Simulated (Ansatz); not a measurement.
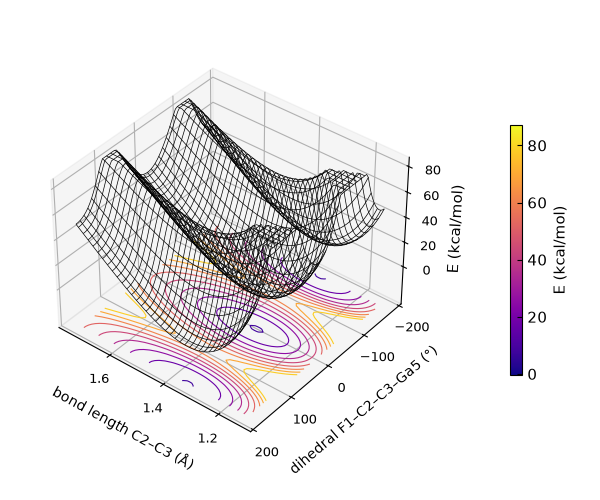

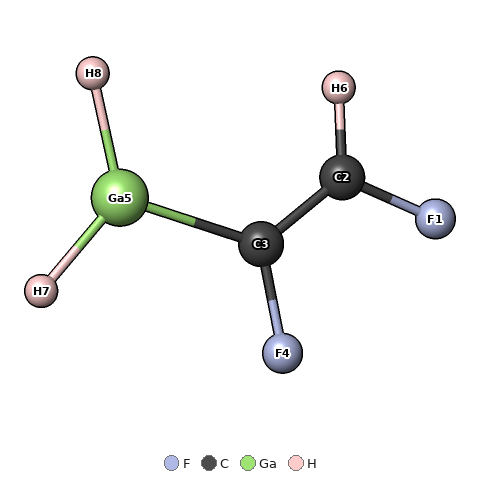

Energy landscape of C₂H₃F₂Ga, SMILES FC=[C](F)[GaH2]. 
- The first coordinate is: bond length C2–C3; the second: dihedral F1–C2–C3–Ga5.
- Nothing is relaxed (all other coordinates rigid).
- The scan uses a 9 × 9 grid.
- All energies are given in kcal/mol relative to the relaxed molecule at the same level.
- The dihedral twists a double bond; near 90° a spin-restricted reference is unreliable.
- Computed with RKS r2SCAN-D4/def2-SVP in Ansatz.

Drawn: a relief with its contours projected below, any walls above the top of the colour scale cut off. Between grid points the surface is interpolated. The second picture is the structure at the lowest point.

What does the map say about the system?

The lowest grid point is at bond length C2–C3 = 1.363 Å, dihedral F1–C2–C3–Ga5 = −180°, −0.13 kcal/mol from the relaxed molecule at the same level; the map holds 2 wells of about this depth. The highest grid point, bond length C2–C3 = 1.131 Å, dihedral F1–C2–C3–Ga5 = 100°, lies 128 kcal/mol above the lowest. On the interpolated surface the easiest way out of the lowest well to a well of about the same depth near bond length C2–C3 = 1.363 Å, dihedral F1–C2–C3–Ga5 = 20° passes a barrier of about 66 kcal/mol. Round the minimum the two coordinates are nearly uncoupled.

Grid values (kcal/mol):

```tsv
dihedral F1–C2–C3–Ga5 ↓, bond length C2–C3 →	1.131	1.208	1.286	1.363	1.440	1.518	1.595	1.673	1.750
140	70	37	22	18	21	29	39	51	63
100	128	93	74	66	65	69	76	84	93
60	94	60	44	38	40	46	55	65	76
20	52	21	7	4	9	18	29	42	55
−20	52	21	7	5	9	18	29	42	55
−60	94	61	44	38	40	46	55	65	76
−100	128	93	74	66	65	69	76	84	93
−140	70	37	22	18	21	29	39	51	63
−180	48	17	3	0	4	14	25	38	52
```

Time for the 81 points that were run: 13 min on 1 thread of Arm Neoverse V1, with other jobs on the host.
